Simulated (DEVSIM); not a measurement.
Structure: abrupt Si n-p junction, at 250 K.

| layer (left to right) | material | thickness (μm) | Nd (cm⁻³) | Na (cm⁻³) | τn (s) | τp (s) |
|---|---|---|---|---|---|---|
| 1 | Si | 3.30 | 1.4e17 | - | 1.1e-6 | 1.1e-6 |
| 2 | Si | 1.60 | - | 1.1e15 | 1.1e-6 | 1.1e-6 |

Left contact: ohmic. Right contact: ohmic. Voltage is applied to the left contact. Recombination: SRH at mid-gap, radiative. Mobility is μmin + (μ − μmin)/(1 + (N/Nref)^α).

The device is made up for the run: typed textbook-type constants, with dimensions and the other settings drawn at random. Values at 300 K; Nc and Nv go as T^1.5, mobilities as T to minus their exponent, the gap by Varshni's rule with the affinity fixed.

```csv
parameter,Si
gap (eV),1.124
affinity (eV),4.05
permittivity,11.7
Nc (cm⁻³),2.86e19
Nv (cm⁻³),3.1e19
μn (cm²/Vs),1417
μp (cm²/Vs),470
"μn,min",52
"μp,min",45
"Nref,n",9.7e16
"Nref,p",2.2e17
αn,0.68
αp,0.72
T exponent of μn,2.3
T exponent of μp,2.2
B (cm³/s),4.7e-15
Varshni α (eV/K),0.000473
Varshni β (K),636
```

DEVSIM, 1D drift-diffusion, Boltzmann statistics, complete ionisation; no tunnelling, impact ionisation, image-force lowering or self-heating.

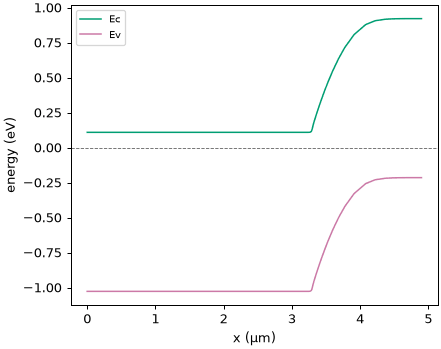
Band edges at zero bias

Energies count from the Fermi level of the right contact; mesh points crowd at the junctions.

```csv
x (μm),Ec (eV),Ev (eV),n (cm⁻³),p (cm⁻³),field (V/cm)
0.000,0.109,-1.027,1.4e17,< 1e2,≈ 0
0.02391,0.109,-1.027,1.4e17,< 1e2,≈ 0
0.07128,0.109,-1.027,1.4e17,< 1e2,≈ 0
0.1651,0.109,-1.027,1.4e17,< 1e2,≈ 0
0.4346,0.109,-1.027,1.4e17,< 1e2,≈ 0
0.8850,0.109,-1.027,1.4e17,< 1e2,≈ 0
1.716,0.109,-1.027,1.4e17,< 1e2,≈ 0
2.687,0.109,-1.027,1.4e17,< 1e2,≈ 0
3.002,0.109,-1.027,1.4e17,< 1e2,≈ 0
3.162,0.109,-1.027,1.4e17,< 1e2,≈ 0
3.242,0.109,-1.027,1.4e17,< 1e2,110
3.291,0.121,-1.015,8.0e16,< 1e2,11000
3.309,0.155,-0.981,1.6e16,< 1e2,19000
3.342,0.210,-0.926,1.3e15,< 1e2,16000
3.441,0.354,-0.782,1.6e12,4000,14000
3.600,0.549,-0.587,1.9e8,3.4e7,11000
3.911,0.806,-0.330,1200,5.3e12,5600
4.370,0.917,-0.219,< 1e2,8.9e14,380
4.692,0.921,-0.215,< 1e2,1.1e15,24
4.806,0.921,-0.215,< 1e2,1.1e15,10
4.864,0.921,-0.215,< 1e2,1.1e15,≈ 0
4.900,0.921,-0.215,< 1e2,1.1e15,≈ 0
```
